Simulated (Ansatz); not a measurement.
H₄O₂Sn₂

Input file:

```
crystal:
  periodic: [false, false, false]
  atoms:
    - {symbol: Sn, position_ang: [-0.445202, 0.533712, -1.319102]}
    - {symbol: H, position_ang: [-0.046026, 2.116407, -1.860815]}
    - {symbol: H, position_ang: [-1.398131, -0.385548, -2.416649]}
    - {symbol: O, position_ang: [1.137964, -0.485901, -0.580728]}
    - {symbol: Sn, position_ang: [0.445208, -0.533702, 1.319106]}
    - {symbol: H, position_ang: [1.398132, 0.385469, 2.416730]}
    - {symbol: H, position_ang: [0.045977, -2.116418, 1.860720]}
    - {symbol: O, position_ang: [-1.137922, 0.485980, 0.580749]}
basis:
  gaussian: {orbitals: def2-TZVP, initial_orbitals: start.molden}
hamiltonian: {xc: pbe0, dispersion: d4}
scf: {omitted_lower_state_checks: [starts]}
output: {orbitals: {seedname: orbitals}}
```

Command:

```sh
ansatz run in.yaml --threads 4 --pin off --events-out ev --progress --plain --max-ram 3916MiB
```

Geometry: B3LYP-D4/def2-SVP; core potentials replace the inner electrons of Sn.

The calculation used RKS PBE0-D4/def2-TZVP in Ansatz.

### What can the converged electron density and electron localisation function tell about the bonding?

Sn–O (2.02 Å): ρ at the midpoint is about 0.74 e/Å³; the ELF peaks at about 0.80 in the valence shell of O, 0.6 Å from its nucleus, and drops to about 0.15 between the two atoms.
Sn–Sn (2.98 Å): ρ at the midpoint is about 0.25 e/Å³; the ELF is about 0.10 at the midpoint.

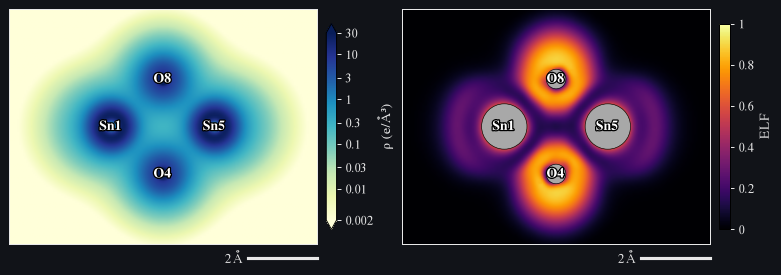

Computed electron density and electron localisation function on the plane of atoms Sn5, Sn1 and O8, in this order. Grey discs cover the atomic cores in the ELF map. 
